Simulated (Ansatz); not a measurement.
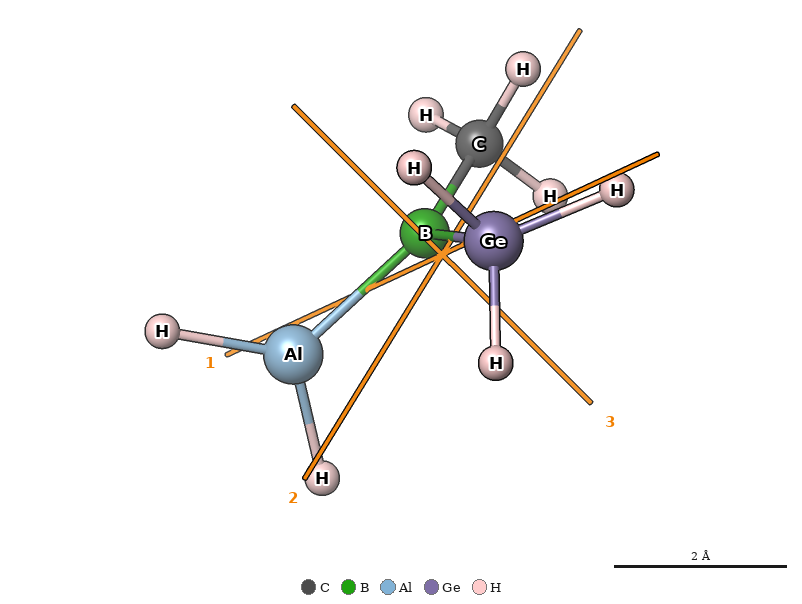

The three principal axes of inertia are drawn and numbered. Depth is shown by fading: the farther an atom, the more it takes the colour of the background. The geometry was computed by an optimisation with PBE-D4/def2-SVP. No frequency run is at hand to confirm it as a minimum. Masses are those of the most abundant isotopes; constants are for the rigid equilibrium geometry.

**Which line is the a axis (least moment of inertia), which b and which c?**

a is line 1, b is line 2, c is line 3; the moments are 117, 301, 401 u Å².

**What kind of rotor is it, and what are its rotational constants in cm⁻¹?**

An asymmetric top (C1): A = 0.143, B = 0.0561, C = 0.0420 cm⁻¹. Ray's parameter κ is −0.72, nearer the prolate limit.
